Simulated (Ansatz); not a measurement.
# CH8SeSi2: a ladder of functionals and wavefunction methods, part 2 of 2

Ansatz 0.2.0, Gaussian basis; functionals in def2-TZVPP, the program's frozen cores in correlated methods. The steps go on from the part before.

## (7) ωB97M-V (range-separated)

Contents of in.yaml:

```yaml
crystal:
  periodic: [false, false, false]
  atoms:
    - {symbol: C, position_ang: [-0.945166, 1.580515, -0.165082]}
    - {symbol: Si, position_ang: [-0.253522, 0.276019, 0.987045]}
    - {symbol: Si, position_ang: [1.365372, -1.001136, -0.114478]}
    - {symbol: Se, position_ang: [0.420261, -1.952864, -1.974462]}
    - {symbol: H, position_ang: [-0.167825, 2.290897, -0.454409]}
    - {symbol: H, position_ang: [-1.753994, 2.134615, 0.316052]}
    - {symbol: H, position_ang: [-1.335027, 1.115153, -1.072863]}
    - {symbol: H, position_ang: [-1.327500, -0.661815, 1.424438]}
    - {symbol: H, position_ang: [0.330398, 0.896893, 2.210601]}
    - {symbol: H, position_ang: [2.457170, -0.160147, -0.675340]}
    - {symbol: H, position_ang: [1.977653, -2.035978, 0.762915]}
    - {symbol: H, position_ang: [-0.690821, -2.537150, -1.210416]}
basis:
  gaussian: {orbitals: def2-TZVPP}
hamiltonian: {xc: {name: wB97M-V}}
output: {forces: true, orbitals: {seedname: orbitals}}
```

Launch:

```bash
ansatz run in.yaml --threads 4 --pin off --events-out ev --progress --plain --max-ram 10444MiB
```

Output, shortened:

```text
Functional definition: wB97M-V
  name "wB97M-V"
  cite "Mardirossian & Head-Gordon, J. Chem. Phys. 144, 214110 (2016) doi:10.1063/1.4952647"
  cite "Becke, J. Chem. Phys. 107, 8554 (1997) doi:10.1063/1.475007"
  cite "Vydrov & Van Voorhis, J. Chem. Phys. 133, 244103 (2010) doi:10.1063/1.3521275"
  # Of w^i u^j: cxij and so on, Table III.
[...]
  gx(w, u) = 1 - cx + cx01*u + cx10*w
  gss(w, u) = css00 + css04*u^4 + css10*w + css20*w^2 + css43*w^4*u^3
  gos(w, u) = cos00 + cos10*w + (cos20 + cos21*u)*w^2 + (cos60 + cos61*u)*w^6
[...]
      + integral(e_c_pw_mod_opposite_spin*gos(b97_w_opposite, b97_u_opposite)) + vv10(b, c)
1629 factors; their error is unknown
371 factors; integrals over basis functions are off by at most 1.0e-5 eV
[...]
Atom 2 at     1.365372    -1.001136    -0.114478 Å, force     0.121302     0.009935     0.049335 eV/Å
Atom 3 at     0.420261    -1.952864    -1.974462 Å, force    -0.068800    -0.027126     0.085633 eV/Å
Atom 4 at    -0.167825     2.290897    -0.454409 Å, force    -0.056029    -0.044553     0.015320 eV/Å
Atom 5 at    -1.753994     2.134615     0.316052 Å, force     0.061498    -0.038908    -0.044980 eV/Å
Atom 6 at    -1.335027     1.115153    -1.072863 Å, force     0.023879     0.038027     0.060546 eV/Å
Atom 7 at    -1.327500    -0.661815     1.424438 Å, force     0.112693     0.095263    -0.051339 eV/Å
Atom 8 at     0.330398     0.896893     2.210601 Å, force    -0.058219    -0.068300    -0.136640 eV/Å
Atom 9 at     2.457170    -0.160147    -0.675340 Å, force    -0.118097    -0.088001     0.066297 eV/Å
Atom 10 at     1.977653    -2.035978     0.762915 Å, force    -0.073772     0.118620    -0.104456 eV/Å
Atom 11 at    -0.690821    -2.537150    -1.210416 Å, force     0.078158     0.042890    -0.050232 eV/Å
Dipole moment:    -0.115320     0.192124     0.137928 e Å
```

Run time: 6 s. Hardware: 4 threads of AMD EPYC 9R45, shared host; peak memory 1.2 GiB.

Atomisation energy: 3781.6 kJ/mol (free atoms -82229.060 eV, run apart). HOMO -8.98 eV, LUMO 1.33 eV.

## (8) B2PLYP (double hybrid)

in.yaml, as its differences from that of step 7:

```diff
@@ -17,3 +17,2 @@
   gaussian: {orbitals: def2-TZVPP}
-hamiltonian: {xc: {name: wB97M-V}}
-output: {forces: true, orbitals: {seedname: orbitals}}
+hamiltonian: {xc: {name: B2PLYP}}
```

Same command.

Output, shortened:

```text
Functional definition: B2PLYP
  name "B2PLYP"
  cite "Grimme, J. Chem. Phys. 124, 034108 (2006) doi:10.1063/1.2148954"
  cite "Becke, Phys. Rev. A 38, 3098 (1988) doi:10.1103/PhysRevA.38.3098"
  cite "Lee, Yang & Parr, Phys. Rev. B 37, 785 (1988) doi:10.1103/PhysRevB.37.785"
[...]
1596 factors; integrals over basis functions are off by at most 8.5e-4 eV
[...]
mean field -82249.76162477 eV, -3022.6229888194 hartree, gradient 4.3e-6 eV, S^2 0.000000; 0 other end points of the search recorded, 0 dependent functions left out
20 core orbitals not correlated: weight in the atoms' cores, before any rotation towards them, 1.000 or more for the frozen orbitals, at most 0.000 for the correlated occupied ones
reference -82249.76182058 eV, -3022.6229960155 hartree; 18, 18 occupied and 237, 237 virtual orbitals, 1596 factors
second order -23.41811413 eV of doubles, -0.00000000 eV of singles
Total energy: -82256.08471140 eV, -3022.8553579672 hartree
```

Run time: 3.2 s. Hardware: 4 threads of AMD EPYC 9R45, shared host; peak memory 0.81 GiB.

Atomisation energy: 3727.1 kJ/mol (free atoms -82217.456 eV, run apart).

## (9) Orbital energies across the functionals

Dipoles come from the runs that computed forces. Levels are read from the orbital files that the runs wrote:

```csv
functional,HOMO (eV),LUMO (eV),gap (eV),dipole (D)
PBE-D4,-5.77,-1.22,4.55,1.18
r2SCAN-D4,-6.04,-0.96,5.07,1.25
PBE0-D4,-6.88,-0.40,6.48,
B3LYP-D4,-6.65,-0.58,6.08,1.21
ωB97X-V,-9.13,1.60,10.73,
ωB97M-V,-8.98,1.33,10.31,1.26
```

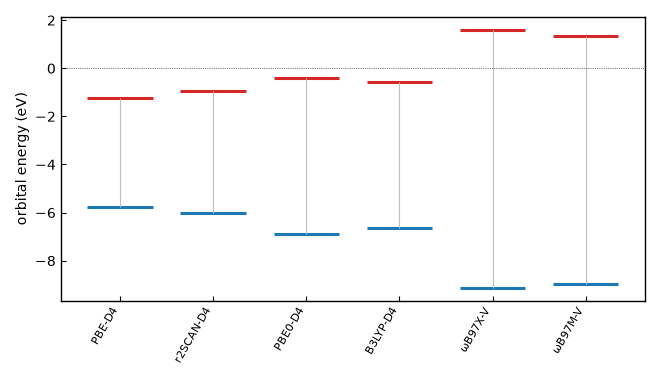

Highest occupied (blue) and lowest empty (red) level by functional.

## (10) CCSD(T) in def2-TZVPP

in.yaml, as its differences from that of step 8:

```diff
@@ -17,2 +17,2 @@
   gaussian: {orbitals: def2-TZVPP}
-hamiltonian: {xc: {name: B2PLYP}}
+correlation: {method: ccsd_t}
```

Launched as before.

Output, shortened:

```text
Functional definition: HF
  name "HF"
  cite "Fock, Z. Phys. 61, 126 (1930) doi:10.1007/BF01340294"
  parent pbe
[...]
1596 factors; integrals over basis functions are off by at most 8.5e-4 eV
[...]
mean field -82186.71063290 eV, -3020.3059076056 hartree, gradient 1.6e-6 eV, S^2 0.000000; 0 other end points of the search recorded, 0 dependent functions left out
20 core orbitals not correlated: weight in the atoms' cores, before any rotation towards them, 1.000 or more for the frozen orbitals, at most 0.000 for the correlated occupied ones
reference -82186.71063290 eV, -3020.3059076056 hartree; 18, 18 occupied and 237, 237 virtual orbitals, 1596 factors
second order -19.27078576 eV of doubles, -0.00000000 eV of singles
cycle   1  -20.23559581 eV  change   -9.6e-1 eV  update   9.8e-2
[...]
cycle   9  -20.88364153 eV  change   -2.9e-6 eV  update   1.4e-5
perturbative correction -0.78017299 eV, -0.0286708284 hartree
Total energy: -82208.37444741 eV, -3021.1020381048 hartree
```

Wall time 85 s (4 threads of AMD EPYC 9R45, shared host); peak memory 7 GiB.

## (11) MP2 in def2-QZVPP

in.yaml, as its differences from that of step 10:

```diff
@@ -16,3 +16,3 @@
 basis:
-  gaussian: {orbitals: def2-TZVPP}
-correlation: {method: ccsd_t}
+  gaussian: {orbitals: "def2-QZVPP.json"}
+correlation: {method: mp2}
```

The command is unchanged.

Output:

```text
Functional definition: HF
  name "HF"
  cite "Fock, Z. Phys. 61, 126 (1930) doi:10.1007/BF01340294"
  parent pbe
  exchange = exact_x
  correlation = 0
3135 factors; integrals over basis functions are off by at most 6.6e-4 eV
mean field evaluation 1: about -82185.5051 eV, gradient 2.9e1 eV
mean field evaluation 2: about -82185.6277 eV, gradient 2.9e1 eV
mean field evaluation 4: about -82188.4794 eV, gradient 3.4e0 eV
mean field evaluation 8: about -82188.5376 eV, gradient 2.7e-1 eV
mean field -82188.53792029 eV, -3020.3730591788 hartree, gradient 8.7e-6 eV, S^2 0.000000; 0 other end points of the search recorded, 0 dependent functions left out
20 core orbitals not correlated: weight in the atoms' cores, before any rotation towards them, 1.000 or more for the frozen orbitals, at most 0.000 for the correlated occupied ones
reference -82188.53792029 eV, -3020.3730591788 hartree; 18, 18 occupied and 488, 488 virtual orbitals, 3135 factors
second order -28.35421089 eV of doubles, -0.00000000 eV of singles
Total energy: -82216.89213118 eV, -3021.4150572098 hartree
```

Run time: 13 s. Hardware: 4 threads of AMD EPYC 9R45, shared host; peak memory 3.7 GiB.

The pieces so far (eV):

```csv
basis,HF,MP2 correlation,CCSD correlation,(T),total
def2-TZVPP,-82186.7106,-19.2708,-20.8836,-0.7802,-82208.3744
def2-QZVPP,-82188.5379,-28.3542,,,-82216.8921 (MP2)
```

The report of the def2-TZVPP run gives T1 = 0.0104.

## (12) The basis-set limit

No new run: Hartree-Fock is extrapolated as exp(−7.88√X) and correlation as X^−2.97, with X = 3 and 4; only MP2 was run in the larger set, so CCSD(T) minus MP2 is added from the smaller one.

```csv
level,energy at the limit (eV)
HF,-82188.7896
MP2,-82223.8723
CCSD,-82225.4851
CCSD(T),-82226.2653
```

This is no true limit for total energies: MP2 correlation changes by a factor of 1.47 from triple to quadruple zeta (about 1.07 in light molecules), because outer-core shells are correlated in sets not made for them. Much of that cancels between molecule and atoms or ions.

## (13) The ladder

Free atoms (1 C, 2 Si, 1 Se, 8 H) were run apart at each level; the atomisation energy is their sum less the molecule, without zero-point or spin-orbit terms.

Differences are taken before rounding.

```csv
method,rung,atomisation energy (kJ/mol),from CCSD(T)/CBS (kJ/mol),time
PBE-D4,GGA,3782.2,-15.5,1.3 s
r2SCAN-D4,meta-GGA,3793.7,-4.0,2 s
PBE0-D4,hybrid,3766.3,-31.4,1.8 s
B3LYP-D4,hybrid,3782.2,-15.5,2.6 s
ωB97X-V,range-separated,3812.3,+14.6,3.9 s
ωB97M-V,range-separated,3781.6,-16.2,6 s
B2PLYP,double hybrid,3727.1,-70.7,3.2 s
HF/def2-TZVPP,wavefunction,2851.5,-946.2,
MP2/def2-TZVPP,wavefunction,3682.7,-115.0,
CCSD/def2-TZVPP,wavefunction,3659.1,-138.6,
CCSD(T)/def2-TZVPP,wavefunction,3699.3,-98.4,85 s
MP2/CBS,wavefunction,3781.1,-16.6,
CCSD(T)/CBS,wavefunction,3797.7,0,97 s
```

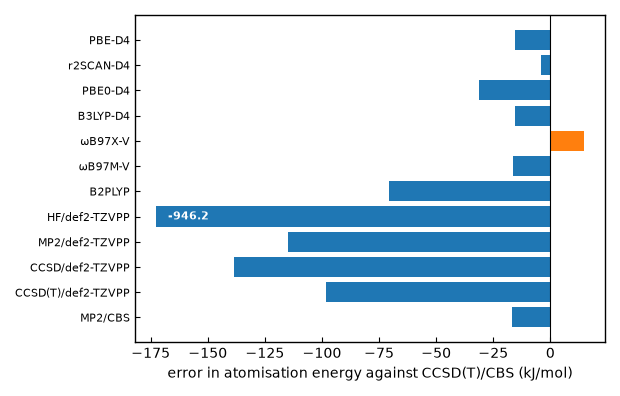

Error of each method against CCSD(T)/CBS. Bars with a number in them are cut short.

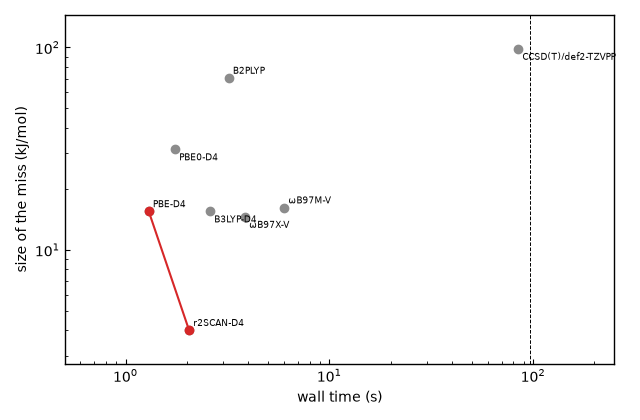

Accuracy for the time spent; red marks the levels that beat every quicker one drawn (of those quicker than the yardstick), and the dashed line is the time of CCSD(T)/CBS. Times are from a shared host.

B2PLYP carry no dispersion term (for B3LYP, D4 adds 47.2 kJ/mol).

Times are those of the molecule's run; HF, MP2 and CCSD come out of the CCSD(T) runs, and the limit's time is the sum of the runs that it needs.

## (14) Summary of results

What follows sums up all 2 parts.

```
                               quantity                                                   value
        atomisation energy, CCSD(T)/CBS                                           3797.7 kJ/mol
 functionals within 38.0 kJ/mol (1.0 %)  PBE-D4, r2SCAN-D4, PBE0-D4, B3LYP-D4, ωB97X-V, ωB97M-V
                               farthest                                   B2PLYP (-70.7 kJ/mol)
             mean size of error, hybrid                                             23.5 kJ/mol
    mean size of error, range-separated                                             15.4 kJ/mol
              gap, smallest and largest                    4.55 eV (PBE-D4), 10.73 eV (ωB97X-V)
                          T1 diagnostic                                                  0.0104
triples share of the correlation energy                                                   3.6 %
```

**Reading.** PBE-D4 misses by -15.5 kJ/mol. Double hybrids carry the basis error of their MP2 part in triple zeta, and no dispersion term here, so their miss is partly the set-up's. Misses under about 38.0 kJ/mol are within the doubt on the reference itself, which lacks core-valence correlation, relativity and higher excitations, and its outer-core shells are covered unevenly. All levels share the lack of spin-orbit coupling, which lowers the free heavy atoms and so the true binding. Hartree-Fock recovers 75 % of the binding; the rest is correlation. Orbital gaps span 4.6 to 10.7 eV; exact exchange widens them. Correlated methods include outer-core shells of Se, which these sets cover unevenly.

For cost: r2SCAN-D4 gets within 4.0 kJ/mol in 2 s, where CCSD(T)/CBS took 97 s; the quickest level in the cost chart, PBE-D4, takes 1.3 s and misses by 15.5 kJ/mol.
